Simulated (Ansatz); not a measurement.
System Ga2O3 (space group R-3c, No. 167); source of the atomic positions: coordinates from a relaxation (final pressure about 14 GPa) with Ansatz, DFT, PAW plane waves, pbe.

```xyz
30
Lattice="4.9537 0.0000 0.0000 -2.4769 4.2901 0.0000 0.0000 0.0000 13.3555" Properties=species:S:1:pos:R:3 pbc="T T T"
Ga    0.0000    2.8600    0.3009
Ga    0.0000    0.0000    1.9250
Ga    0.0000    2.8600    4.1509
Ga    2.4769    1.4300    2.5269
O     1.5019    0.0000    3.3389
O    -0.7509    1.3006    3.3389
O     1.7259    2.9894    3.3389
O     0.9750    1.4300    1.1130
O     3.2278    0.1294    1.1130
O     3.2278    2.7307    1.1130
Ga    0.0000    0.0000    4.7528
Ga    2.4769    1.4300    6.3768
Ga    0.0000    0.0000    8.6027
Ga    0.0000    2.8600    6.9787
O     3.9787    1.4300    7.7907
O     1.7259    2.7307    7.7907
O     1.7259    0.1294    7.7907
O    -1.5019    2.8600    5.5648
O     0.7509    1.5594    5.5648
O     0.7509    4.1607    5.5648
Ga    2.4769    1.4300    9.2046
Ga    0.0000    2.8600   10.8286
Ga    2.4769    1.4300   13.0545
Ga    0.0000    0.0000   11.4305
O     1.5019    2.8600   12.2425
O    -0.7509    4.1607   12.2425
O    -0.7509    1.5594   12.2425
O     3.4519    0.0000   10.0166
O    -1.7259    2.9894   10.0166
O     0.7509    1.3006   10.0166
```

Bonds are taken as Ga–O below 2.3 Å. Atoms with one bond or none are removed and atoms with two bonds are replaced by edges, until no such atom is left.

Derive the underlying net.

The result is a binodal (4,6)-connected, three-periodic net: O is a 4-connected node; Ga is a 6-connected node, in the ratio 3:2. It is the cor net, known from corundum. It is a single net, without interpenetration.

```tsv
node	links	point symbol	coordination sequence
O	4	4³·6³	4 16 26 66 70 150 136 264 224 414
Ga	6	4⁶·6⁹	6 13 39 46 105 101 204 178 336 277
```

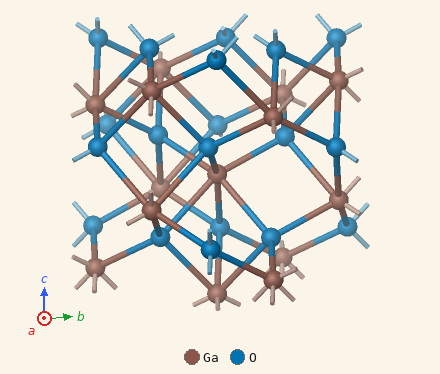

Nodes are coloured by element. Short stubs are edges that leave the cut-out.
